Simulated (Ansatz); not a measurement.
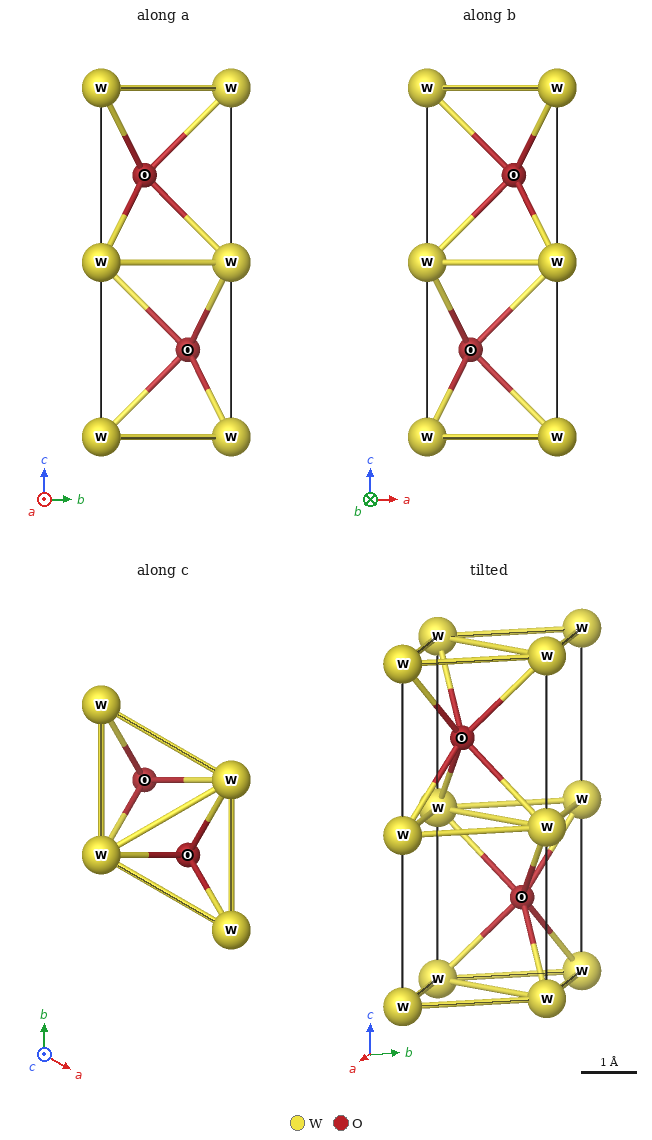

An orthographic ball-and-stick view of the structure, along the a axis, along the b axis, along the c axis and slightly off an axis. One conventional unit cell is framed, with atoms on its boundary repeated.

Lattice parameters: a = 2.751 Å, b = 2.751 Å, c = 6.395 Å, α = 90.00°, β = 90.00°, γ = 120.00°. Put a along x and b in the xy plane.

Transcribe the picture into a POSCAR file.

```
W O
1.0
     2.751    0.000    0.000
    -1.375    2.382    0.000
     0.000    0.000    6.395
W O
2 2
Direct
  0.0000 0.0000 0.0000
  0.0000 0.0000 0.5000
  0.3333 0.6667 0.2500
  0.6667 0.3333 0.7500
```

Starting structure: a structure type filled with these elements by a generator (whether the compound takes this form wasn't checked). Earlier steps of the study, as a rule a relaxation of our own, may have changed the cell and positions, so they can lie some per cent off the listed ones. It was the input of a calculation with Ansatz.
